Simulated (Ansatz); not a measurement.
## Run report: C2H5FOSi2, geometry relaxation (part 1 of 2)

The run: geometry relaxation of C2H5FOSi2, SMILES O[SiH2]C#C[SiH2]F. Method and program: RKS PBE0-D4/def2-TZVP (Ansatz 0.2.0).

The geometry: PBE-D4/def2-SVP start. Figures and captions count atoms from 1; the log counts them from 0 in places.

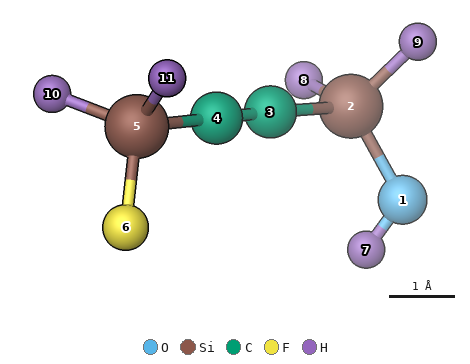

*The input geometry (ball-and-stick view, seen at a tilt; atoms are numbered from 1 in the order of the input).*

Bond lengths as drawn: C–C 1.24 Å, C–Si 1.83 to 1.85 Å, F–Si 1.64 Å, H–O 0.97 Å, H–Si 1.49 to 1.50 Å and O–Si 1.68 Å.

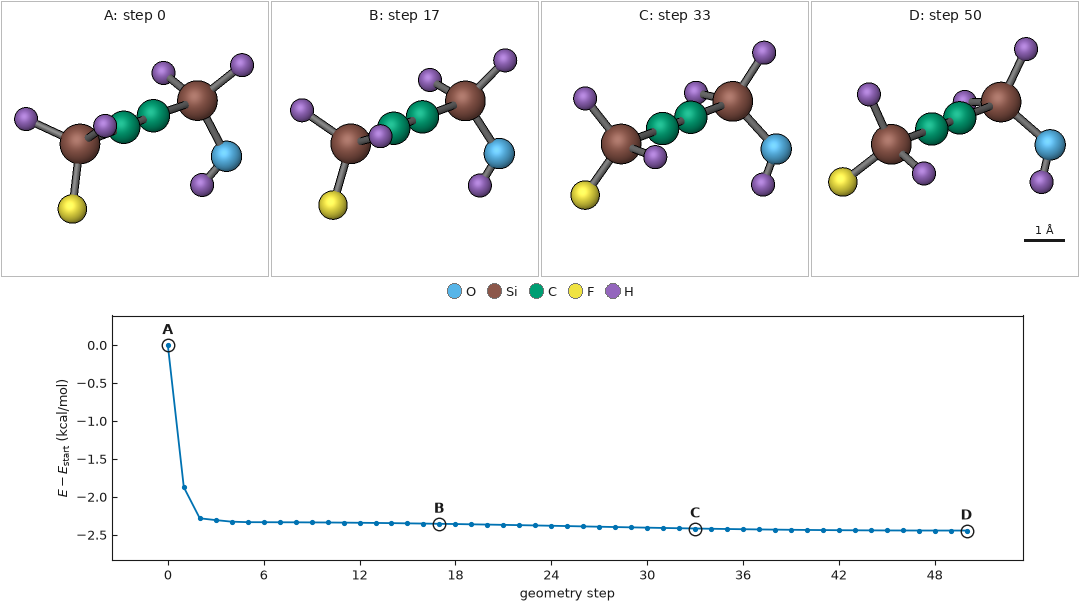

*Frames of the relaxation (ball-and-stick view, seen at a tilt) above the curves, on which the letters mark them (the first geometry is step 0 here and step 1 in the log).*

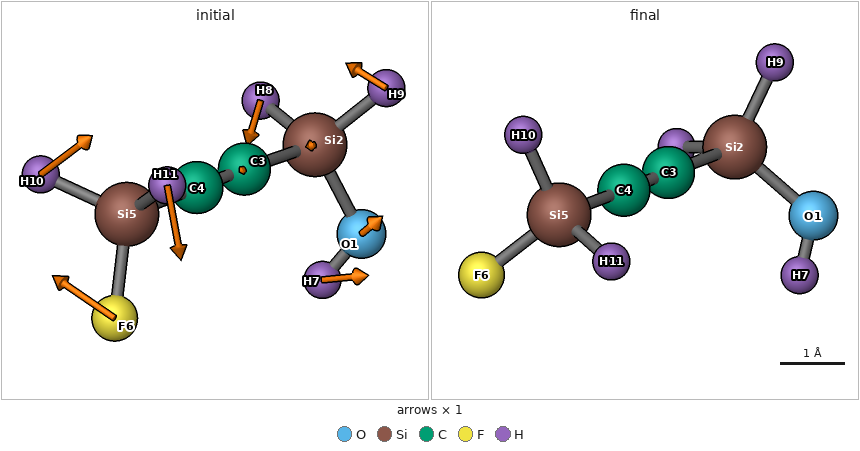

*Before (left) and after (right) the relaxation, at one scale (ball-and-stick view, seen at a tilt). The orange arrows give the displacements, at true length.*

The largest move after the best rigid fit is that of F6, 1.30 Å. By element the largest moves are F 1.30 Å, H 1.28 Å, O 0.55 Å, Si 0.19 Å, C 0.12 Å. Among the contacts that change: Si5–F6 1.638 → 1.596 Å, O1–Si2 1.676 → 1.639 Å, C3–C4 1.238 → 1.215 Å, Si2–H8 1.505 → 1.484 Å. Among the angles that change: Si2–O1–H7 115.5° → 118.2°. After 50 geometry steps the energy has fallen by 2.44 kcal/mol. The largest force component goes from 1.7 to 0.0046 eV/Å. (Atoms are counted from 1 in the order of the input.)

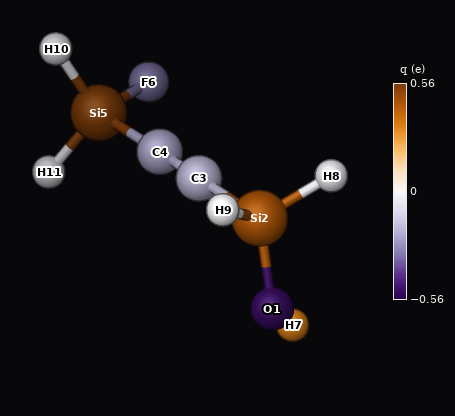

*Mulliken charges, as the colour of each atom (ball-and-stick view, seen at a tilt; atoms are numbered from 1 in the order of the input).*

By element: O −0.52, Si +0.46 to +0.53, C −0.21 to −0.18, F −0.31 and H −0.03 to +0.33 e.

These pictures come from the run below.

## The input
```yaml
crystal:
  periodic: [false, false, false]
  atoms:
    - {symbol: O, position_ang: [-0.710289, -3.000450, -0.363921]}
    - {symbol: Si, position_ang: [0.697052, -2.089743, -0.378404]}
    - {symbol: C, position_ang: [0.337568, -0.312559, -0.015055]}
    - {symbol: C, position_ang: [0.062971, 0.872157, 0.215467]}
    - {symbol: Si, position_ang: [-0.334112, 2.627275, 0.564528]}
    - {symbol: F, position_ang: [-1.956001, 2.835346, 0.466410]}
    - {symbol: H, position_ang: [-1.416270, -2.689703, -0.957970]}
    - {symbol: H, position_ang: [1.404960, -2.128969, -1.705503]}
    - {symbol: H, position_ang: [1.560480, -2.652213, 0.704319]}
    - {symbol: H, position_ang: [0.314671, 3.504139, -0.461980]}
    - {symbol: H, position_ang: [0.104270, 2.977719, 1.952911]}
basis:
  gaussian: {orbitals: def2-TZVP}
hamiltonian: {xc: pbe0, dispersion: d4}
relax: {f_tol: 0.005, max_steps: 150}
```

Run as:
```bash
ansatz run in.yaml --threads 4 --pin off --events-out ev --progress --plain --max-ram 10444MiB
```

## What the program printed
```
Functional definition: PBE0
  name "PBE0"
  cite "Adamo & Barone, J. Chem. Phys. 110, 6158 (1999) doi:10.1063/1.478522"
  cite "Perdew, Burke & Ernzerhof, Phys. Rev. Lett. 77, 3865 (1996) doi:10.1103/PhysRevLett.77.3865"
  parent pbe
  parameter a = 0.25
  parameter kappa = 0.804
  parameter beta = 0.06672455060314922
  exchange = (1 - a)*pbe_x(kappa = kappa, mu = beta*pi^2/3) + a*exact_x
  correlation = pbe_c(beta = beta)
1423 factors; their error is unknown
mean field evaluation 1: about -22656.6848 eV, gradient 6.9e1 eV
mean field evaluation 2: about -22646.8040 eV, gradient 1.0e2 eV
mean field evaluation 4: about -22665.2018 eV, gradient 5.2e0 eV
mean field evaluation 8: about -22665.2655 eV, gradient 1.4e-1 eV
mean field evaluation 16: about -22665.3549 eV, gradient 8.6e-5 eV
mean field -22665.35485482 eV, -832.9364277854 hartree, gradient 2.3e-5 eV, S^2 0.000000; 0 other end points of the search recorded, 0 dependent functions left out
the calculation of the forces begins
reference -22665.35489309 eV, -832.9364291916 hartree; 31, 31 occupied and 197, 197 virtual orbitals, 1423 factors
relax step   1: F+E_penalty+E_count = -22665.55309270 eV  Δ(F+E_penalty+E_count) = +0.000e0 eV  max|allowed force component| = 1.740e0 eV/Å  Δτ_max = 0.0000 Å  (29 SCF iters, accepted)
these checks for a lower state are left out or cut short: starts, cluster_reference, orbital_swaps, neighbouring_geometries, increment
1423 factors; their error is unknown
mean field -22665.43463904 eV, -832.9393598014 hartree, gradient 2.0e-5 eV, S^2 0.000000; 0 other end points of the search recorded, 0 dependent functions left out
[... from here on the field's lines of each further geometry are left out, up to the last ...]
relax step   2: F+E_penalty+E_count = -22665.63426765 eV  Δ(F+E_penalty+E_count) = -8.117e-2 eV  max|allowed force component| = 7.834e-1 eV/Å  Δτ_max = 0.0363 Å  (34 SCF iters, accepted)
relax step   3: F+E_penalty+E_count = -22665.65201204 eV  Δ(F+E_penalty+E_count) = -1.774e-2 eV  max|allowed force component| = 1.496e-1 eV/Å  Δτ_max = 0.0203 Å  (34 SCF iters, accepted)
relax step   4: F+E_penalty+E_count = -22665.65304034 eV  Δ(F+E_penalty+E_count) = -1.028e-3 eV  max|allowed force component| = 2.246e-1 eV/Å  Δτ_max = 0.0193 Å  (34 SCF iters, accepted)
relax step   5: F+E_penalty+E_count = -22665.65394291 eV  Δ(F+E_penalty+E_count) = -9.026e-4 eV  max|allowed force component| = 1.131e-1 eV/Å  Δτ_max = 0.0185 Å  (33 SCF iters, accepted)
relax step   6: F+E_penalty+E_count = -22665.65422685 eV  Δ(F+E_penalty+E_count) = -2.839e-4 eV  max|allowed force component| = 9.574e-3 eV/Å  Δτ_max = 0.0072 Å  (35 SCF iters, accepted)
relax step   7: F+E_penalty+E_count = -22665.65424487 eV  Δ(F+E_penalty+E_count) = -1.802e-5 eV  max|allowed force component| = 1.143e-2 eV/Å  Δτ_max = 0.0053 Å  (35 SCF iters, accepted)
relax step   8: F+E_penalty+E_count = -22665.65428238 eV  Δ(F+E_penalty+E_count) = -3.751e-5 eV  max|allowed force component| = 4.516e-3 eV/Å  Δτ_max = 0.0112 Å  (34 SCF iters, accepted)
relax step   9: F+E_penalty+E_count = -22665.65430870 eV  Δ(F+E_penalty+E_count) = -2.632e-5 eV  max|allowed force component| = 8.066e-3 eV/Å  Δτ_max = 0.0113 Å  (34 SCF iters, accepted)
relax step  10: F+E_penalty+E_count = -22665.65435649 eV  Δ(F+E_penalty+E_count) = -4.778e-5 eV  max|allowed force component| = 1.670e-2 eV/Å  Δτ_max = 0.0292 Å  (33 SCF iters, accepted)
relax step  11: F+E_penalty+E_count = -22665.65441074 eV  Δ(F+E_penalty+E_count) = -5.425e-5 eV  max|allowed force component| = 2.714e-2 eV/Å  Δτ_max = 0.0263 Å  (33 SCF iters, accepted)
relax step  12: F+E_penalty+E_count = -22665.65448027 eV  Δ(F+E_penalty+E_count) = -6.952e-5 eV  max|allowed force component| = 4.494e-2 eV/Å  Δτ_max = 0.0191 Å  (33 SCF iters, accepted)
relax step  13: F+E_penalty+E_count = -22665.65456789 eV  Δ(F+E_penalty+E_count) = -8.762e-5 eV  max|allowed force component| = 6.051e-2 eV/Å  Δτ_max = 0.0276 Å  (33 SCF iters, accepted)
relax step  14: F+E_penalty+E_count = -22665.65466278 eV  Δ(F+E_penalty+E_count) = -9.489e-5 eV  max|allowed force component| = 7.157e-2 eV/Å  Δτ_max = 0.0305 Å  (33 SCF iters, accepted)
relax step  15: F+E_penalty+E_count = -22665.65476600 eV  Δ(F+E_penalty+E_count) = -1.032e-4 eV  max|allowed force component| = 7.467e-2 eV/Å  Δτ_max = 0.0295 Å  (33 SCF iters, accepted)
relax step  16: F+E_penalty+E_count = -22665.65490001 eV  Δ(F+E_penalty+E_count) = -1.340e-4 eV  max|allowed force component| = 8.133e-2 eV/Å  Δτ_max = 0.0369 Å  (33 SCF iters, accepted)
relax step  17: F+E_penalty+E_count = -22665.65502221 eV  Δ(F+E_penalty+E_count) = -1.222e-4 eV  max|allowed force component| = 8.604e-2 eV/Å  Δτ_max = 0.0300 Å  (33 SCF iters, accepted)
relax step  18: F+E_penalty+E_count = -22665.65516578 eV  Δ(F+E_penalty+E_count) = -1.436e-4 eV  max|allowed force component| = 9.629e-2 eV/Å  Δτ_max = 0.0364 Å  (32 SCF iters, accepted)
relax step  19: F+E_penalty+E_count = -22665.65529138 eV  Δ(F+E_penalty+E_count) = -1.256e-4 eV  max|allowed force component| = 9.836e-2 eV/Å  Δτ_max = 0.0291 Å  (33 SCF iters, accepted)
relax step  20: F+E_penalty+E_count = -22665.65544831 eV  Δ(F+E_penalty+E_count) = -1.569e-4 eV  max|allowed force component| = 9.949e-2 eV/Å  Δτ_max = 0.0353 Å  (33 SCF iters, accepted)
relax step  21: F+E_penalty+E_count = -22665.65559914 eV  Δ(F+E_penalty+E_count) = -1.508e-4 eV  max|allowed force component| = 9.901e-2 eV/Å  Δτ_max = 0.0334 Å  (33 SCF iters, accepted)
relax step  22: F+E_penalty+E_count = -22665.65576160 eV  Δ(F+E_penalty+E_count) = -1.625e-4 eV  max|allowed force component| = 9.998e-2 eV/Å  Δτ_max = 0.0342 Å  (33 SCF iters, accepted)
relax step  23: F+E_penalty+E_count = -22665.65592786 eV  Δ(F+E_penalty+E_count) = -1.663e-4 eV  max|allowed force component| = 1.019e-1 eV/Å  Δτ_max = 0.0358 Å  (32 SCF iters, accepted)
relax step  24: F+E_penalty+E_count = -22665.65609396 eV  Δ(F+E_penalty+E_count) = -1.661e-4 eV  max|allowed force component| = 1.008e-1 eV/Å  Δτ_max = 0.0340 Å  (33 SCF iters, accepted)
relax step  25: F+E_penalty+E_count = -22665.65627326 eV  Δ(F+E_penalty+E_count) = -1.793e-4 eV  max|allowed force component| = 9.850e-2 eV/Å  Δτ_max = 0.0362 Å  (32 SCF iters, accepted)
relax step  26: F+E_penalty+E_count = -22665.65645484 eV  Δ(F+E_penalty+E_count) = -1.816e-4 eV  max|allowed force component| = 9.402e-2 eV/Å  Δτ_max = 0.0351 Å  (33 SCF iters, accepted)
relax step  27: F+E_penalty+E_count = -22665.65664423 eV  Δ(F+E_penalty+E_count) = -1.894e-4 eV  max|allowed force component| = 9.278e-2 eV/Å  Δτ_max = 0.0372 Å  (33 SCF iters, accepted)
relax step  28: F+E_penalty+E_count = -22665.65682360 eV  Δ(F+E_penalty+E_count) = -1.794e-4 eV  max|allowed force component| = 8.995e-2 eV/Å  Δτ_max = 0.0345 Å  (33 SCF iters, accepted)
relax step  29: F+E_penalty+E_count = -22665.65701067 eV  Δ(F+E_penalty+E_count) = -1.871e-4 eV  max|allowed force component| = 8.753e-2 eV/Å  Δτ_max = 0.0371 Å  (33 SCF iters, accepted)
relax step  30: F+E_penalty+E_count = -22665.65718551 eV  Δ(F+E_penalty+E_count) = -1.748e-4 eV  max|allowed force component| = 8.287e-2 eV/Å  Δτ_max = 0.0352 Å  (33 SCF iters, accepted)
relax step  31: F+E_penalty+E_count = -22665.65736220 eV  Δ(F+E_penalty+E_count) = -1.767e-4 eV  max|allowed force component| = 7.919e-2 eV/Å  Δτ_max = 0.0361 Å  (33 SCF iters, accepted)
relax step  32: F+E_penalty+E_count = -22665.65752951 eV  Δ(F+E_penalty+E_count) = -1.673e-4 eV  max|allowed force component| = 7.723e-2 eV/Å  Δτ_max = 0.0350 Å  (32 SCF iters, accepted)
relax step  33: F+E_penalty+E_count = -22665.65769212 eV  Δ(F+E_penalty+E_count) = -1.626e-4 eV  max|allowed force component| = 7.525e-2 eV/Å  Δτ_max = 0.0349 Å  (33 SCF iters, accepted)
relax step  34: F+E_penalty+E_count = -22665.65784642 eV  Δ(F+E_penalty+E_count) = -1.543e-4 eV  max|allowed force component| = 7.320e-2 eV/Å  Δτ_max = 0.0349 Å  (32 SCF iters, accepted)
relax step  35: F+E_penalty+E_count = -22665.65799043 eV  Δ(F+E_penalty+E_count) = -1.440e-4 eV  max|allowed force component| = 6.875e-2 eV/Å  Δτ_max = 0.0333 Å  (33 SCF iters, accepted)
relax step  36: F+E_penalty+E_count = -22665.65813054 eV  Δ(F+E_penalty+E_count) = -1.401e-4 eV  max|allowed force component| = 6.585e-2 eV/Å  Δτ_max = 0.0341 Å  (32 SCF iters, accepted)
relax step  37: F+E_penalty+E_count = -22665.65825600 eV  Δ(F+E_penalty+E_count) = -1.255e-4 eV  max|allowed force component| = 6.249e-2 eV/Å  Δτ_max = 0.0319 Å  (33 SCF iters, accepted)
relax step  38: F+E_penalty+E_count = -22665.65837487 eV  Δ(F+E_penalty+E_count) = -1.189e-4 eV  max|allowed force component| = 5.994e-2 eV/Å  Δτ_max = 0.0315 Å  (33 SCF iters, accepted)
relax step  39: F+E_penalty+E_count = -22665.65848209 eV  Δ(F+E_penalty+E_count) = -1.072e-4 eV  max|allowed force component| = 5.529e-2 eV/Å  Δτ_max = 0.0307 Å  (33 SCF iters, accepted)
relax step  40: F+E_penalty+E_count = -22665.65858024 eV  Δ(F+E_penalty+E_count) = -9.815e-5 eV  max|allowed force component| = 5.034e-2 eV/Å  Δτ_max = 0.0306 Å  (33 SCF iters, accepted)
relax step  41: F+E_penalty+E_count = -22665.65866449 eV  Δ(F+E_penalty+E_count) = -8.424e-5 eV  max|allowed force component| = 4.500e-2 eV/Å  Δτ_max = 0.0278 Å  (33 SCF iters, accepted)
```
